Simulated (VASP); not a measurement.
Band structure of WSe (relaxed from the wurtzite structure, space group P6_3mc). Level of theory: PBEsol GGA, VASP's PBE PAW potentials (set 64) (plane waves; VASP 6.6.1).

Unless said otherwise, spin-orbit coupling is left out, though it shifts the bands of the heavy elements here.

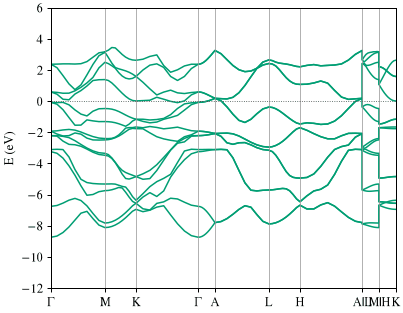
Fig. 1. Bands along high-symmetry lines, zero at the valence-band maximum or, without a gap, the Fermi level

Question: Read the plot: is there a gap, and where are the band edges?

Answer: It has no gap at this level: it comes out as a metal or semimetal. (Edges off the drawn lines would not show.)

The structure was generated: WSe was put into the wurtzite type (P6_3mc), which need not be its known phase. It was relaxed first, which changed the volume by -50 %.
